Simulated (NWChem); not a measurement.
# Cu2 (SMILES [Cu][Cu]) at 6 levels

Aim: a comparison of 6 runs (HF/3-21G, HF/def2-SVPD, B2PLYP/def2-SVPD, BLYP/def2-SVPD, TPSS/def2-SVPD, CCSD(T)/def2-SVPD) of Cu2. 

The calculation is run with NWChem 7.3.0.

4 further runs of the same task are left out: 2 that didn't finish, 2 set aside as unsound or not needed.

### 1 The molecule

Cu2: 2 atoms, total charge 0, spin state singlet. SMILES: `[Cu][Cu]`. The bond length is the measured one.

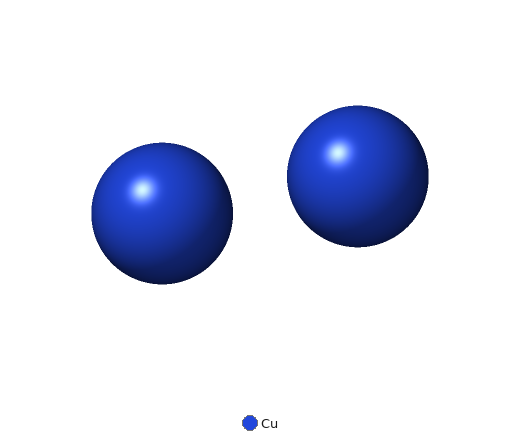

Viewed from a chosen angle; copper blue.

### 2 Energy and gradient at HF/3-21G (run 1)

sp.xyz reads:

```xyz
2
Cu2 hf
Cu     0.000000     0.000000     0.000000
Cu     0.000000     0.000000     2.219700
```

sp.nw reads:

```
start sp
title "Cu2 hf"
memory total 2200 mb
geometry units angstrom noautosym nocenter noautoz
   load format xyz sp.xyz
end
basis "ao basis" spherical bse
   * library 3-21G
end
scf
   thresh 1e-08
   maxiter 80
   noprint "final vectors analysis"
end
task scf gradient
```

Started as:

```
$ nwchem sp.nw > sp.out
```

Output:

```text
[...]
  functions       =    54
[...]
  wavefunction    = RHF
[...]
         Total SCF energy =  -3261.270502395480
      One-electron energy =  -4967.461316849497
      Two-electron energy =   1505.696123095390
 Nuclear repulsion energy =    200.494691358628
        Time for solution =      5.9s
[...]
                         RHF ENERGY GRADIENTS
    atom               coordinates                        gradient
                 x          y          z           x          y          z
   1 Cu      0.000000   0.000000   0.000000    0.000000   0.000000  -0.043497
   2 Cu      0.000000   0.000000   4.194625   -0.000000  -0.000000   0.043497
[...]
```

Run time: 7.2 s. Hardware: 1 thread of Intel Xeon Platinum 8488C (Sapphire Rapids), shared host; peak memory 0.1 GiB.

### 3 Energy and forces at HF/def2-SVPD (run 2)

m1.nw reads:

```
echo
start m1
title "Cu2"
memory total 2200 mb

geometry units angstroms noautosym nocenter noautoz
 Cu    0.000000    0.000000    0.000000
 Cu    0.000000    0.000000    2.219700
end

basis spherical bse
 * library def2-SVPD
end

scf
 thresh 1e-08
 maxiter 80
end

task scf gradient
```

Started as:

```
$ nwchem m1.nw > m1.out
```

Output:

```text
[...]
  functions       =    68
[...]
  wavefunction    = RHF
[...]
         Total SCF energy =  -3277.397486151382
      One-electron energy =  -4981.016959791875
      Two-electron energy =   1503.124782281865
 Nuclear repulsion energy =    200.494691358628
        Time for solution =     12.7s
[...]
                         RHF ENERGY GRADIENTS
    atom               coordinates                        gradient
                 x          y          z           x          y          z
   1 Cu      0.000000   0.000000   0.000000   -0.000000   0.000000   0.023994
   2 Cu      0.000000   0.000000   4.194625    0.000000  -0.000000  -0.023994
[...]
```

It took 15 s on 1 thread of Intel Xeon Platinum 8488C (Sapphire Rapids), shared host; peak memory 0.11 GiB.

### 4 The energy at B2PLYP/def2-SVPD (run 3)

calc.nw reads:

```
start calc
title "Cu2"
memory stack 880 mb heap 220 mb global 1100 mb

geometry noautosym nocenter noautoz
   Cu    0.000000    0.000000    0.000000
   Cu    0.000000    0.000000    2.219700
end

basis spherical bse
   Cu library def2-SVPD
end

dft
   xc hfexch 0.53 becke88 0.47 lyp 0.73 mp2 0.27
   dftmp2 semidirect
   grid xfine
   convergence energy 1e-08
   iterations 100
   mulliken
   noprint "final vectors analysis"
end

mp2
   freeze core 10
end

task dft energy
```

Started as:

```
$ nwchem calc.nw > calc.out
```

Output:

```text
[...]
          Wavefunction type:  closed shell.
          No. of atoms     :     2
          No. of electrons :    58
[...]
          Charge           :     0
          Spin multiplicity:     1
[...]
          AO basis - number of functions:    68
[...]
              XC Information
              --------------
                     Hartree-Fock (Exact) Exchange  0.530
                    Becke 1988 Exchange Functional  0.470
              Lee-Yang-Parr Correlation Functional  0.730
[...]
 d= 0,ls=0.0,diis     1  -3279.4263858753 -3.48D+03  1.64D-01  3.20D+00     1.4
[...]
 d= 0,ls=0.5,diis    27  -3279.6753881645 -6.16D-09  1.74D-06  4.85D-09    25.7
         Total DFT energy =    -3279.675388167188
      One electron energy =    -4978.646472574484
           Coulomb energy =     1632.164584272022
    Exchange-Corr. energy =     -133.688191223355
 Nuclear repulsion energy =      200.494691358628
[...]
      Total Density - Mulliken Population Analysis
     ---------------------------------------------
    Atom       Charge   Shell Charges
 -----------   ------   -------------------------------------------------------
    1 Cu  29    29.00   2.00  2.00  2.00  0.80  0.22  6.00  6.00  0.06 -0.00  7.94  1.99  0.00
    2 Cu  29    29.00   2.00  2.00  2.00  0.80  0.22  6.00  6.00  0.06 -0.00  7.94  1.99  0.00
[...]
  Basis functions       =     68
[...]
```

Wall time 29 s (1 thread of Intel Xeon Platinum 8488C (Sapphire Rapids), shared host); peak memory 0.17 GiB.

Runs 4 to 5 aren't shown in full; the table further down has their settings and results.

### 5 A single-point energy at CCSD(T)/def2-SVPD (run 6)

cu2.xyz reads:

```xyz
2
Cu2
Cu     0.000000     0.000000     0.000000
Cu     0.000000     0.000000     2.219700
```

cu2.nw reads:

```
start cu2
title "Cu2"
memory total 2200 mb

geometry units angstrom noautosym nocenter noautoz
load format xyz cu2.xyz
end

basis spherical bse
* library def2-SVPD
end

scf
thresh 1e-08
maxiter 80
end

ccsd
freeze core 10
maxiter 60
end

task ccsd(t) energy
```

Started as:

```
$ nwchem cu2.nw > cu2.out
```

Output:

```text
[...]
  functions       =    68
[...]
  wavefunction    = RHF
[...]
         Total SCF energy =  -3277.397486151428
      One-electron energy =  -4981.016959792062
      Two-electron energy =   1503.124782282007
 Nuclear repulsion energy =    200.494691358628
        Time for solution =     12.8s
[...]
 Total MP2 energy:          -3278.167765101540681
[...]
             energy      energy      error      ampl     ampl      Block
                                                time     time      time
[...]
 Total CCSD energy:          -3278.089021454515660
[...]
 Total CCSD+T(CCSD) energy:          -3278.138126441228451
[...]
 Total CCSD(T) energy:               -3278.124499699459193
[...]
```

It took 2 min on 1 thread of Intel Xeon Platinum 8488C (Sapphire Rapids), shared host; peak memory 0.23 GiB.

### 6 All runs side by side

```
run              level      task  iteration cap   energy (Eh)  dipole moment (D)  largest force (eV/Å)  wall time
  1           HF/3-21G  gradient             80  -3261.270502               0.00                 2.237      7.2 s
  2       HF/def2-SVPD  gradient             80  -3277.397486               0.00                 1.234       15 s
  3   B2PLYP/def2-SVPD    energy            100  -3279.926207               0.00                     –       29 s
  4     BLYP/def2-SVPD  gradient            100  -3280.736817               0.00                 0.085       72 s
  5     TPSS/def2-SVPD  gradient            100  -3280.604702               0.00                 0.290       92 s
  6  CCSD(T)/def2-SVPD    energy             80  -3278.124500                  –                     –      2 min
```

### 7 Outcome

| quantity | value |
| --- | --- |
| run 6: total energy | -3278.12450 Eh |
| run 6: HOMO energy (Hartree–Fock orbitals) | -6.24 eV |
| run 6: LUMO energy (Hartree–Fock orbitals) | 0.45 eV |
| run 6: HOMO–LUMO gap (Hartree–Fock orbitals) | 6.69 eV |
| run 6: correlation energy (10 core orbitals frozen) | -727.0 mEh |
| run 6: (T) correction | -35.48 mEh |

Over runs 2, 4, 5 the HOMO–LUMO gap runs from 1.29 eV (BLYP/def2-SVPD) to 6.69 eV (HF/def2-SVPD). Exact exchange widens orbital gaps. Totals of different functionals can't be ranked against each other. All runs together took 5.6 min, the longest 2 min.
